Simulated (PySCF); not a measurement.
| atom | x (Å) | y (Å) | z (Å) |
| --- | --- | --- | --- |
| C | 0.8390 | -0.6323 | 1.1180 |
| C | 1.1382 | -0.3570 | -0.1423 |
| C | 2.4635 | 0.1535 | -0.6077 |
| S | 0.0053 | -0.5740 | -1.4929 |
| C | -1.6331 | -0.5719 | -0.7072 |
| F | -1.8584 | -1.7616 | -0.0437 |
| Si | -1.9624 | 0.9403 | 0.4399 |
| F | -3.2221 | 1.6651 | -0.2504 |
| H | 1.5666 | -0.4749 | 1.8958 |
| H | -0.1022 | -1.0463 | 1.4289 |
| H | 2.3515 | 1.1499 | -1.0343 |
| H | 3.1684 | 0.1950 | 0.2180 |
| H | 2.8628 | -0.4948 | -1.3862 |
| H | -2.3230 | -0.5710 | -1.5581 |
| H | -2.4144 | 0.4787 | 1.7379 |
| H | -0.8874 | 1.9102 | 0.3730 |

Geometry: GFN2-xTB.

Level of theory: PBE0/pcSseg-1, SCF density, gas phase, non-relativistic in PySCF.

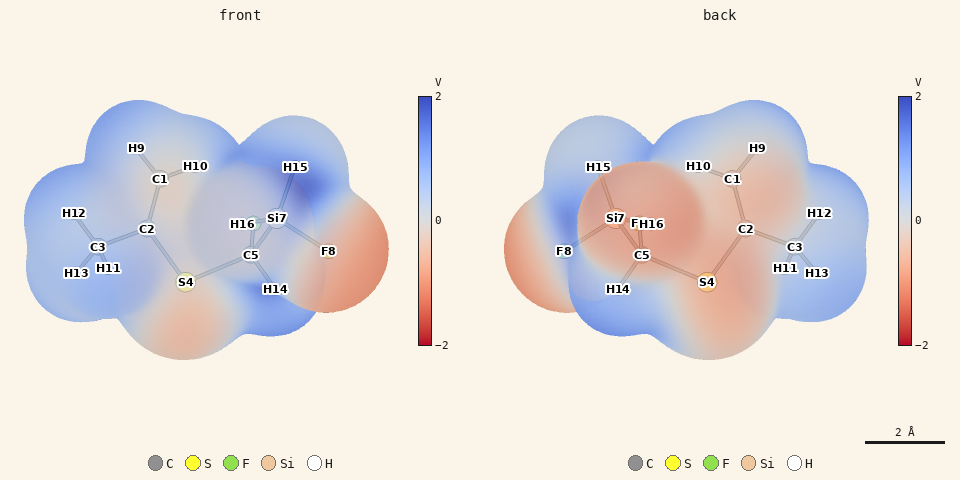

C₄H₈F₂SSi. The electrostatic potential painted on the density surface at 0.002 e/bohr³, seen from the front and from behind; the colour scale runs from red (negative) to blue (positive).

Q: Describe the electrostatic potential map.

A: The most negative region (about −1.0 V, or −23 kcal/mol for a unit charge) lies over F6 and F8, the most positive (about +1.6 V, or +37 kcal/mol for a unit charge) over Si7.

Q: What dipole moment does the calculation give?

A: Its dipole moment is 2.25 D.
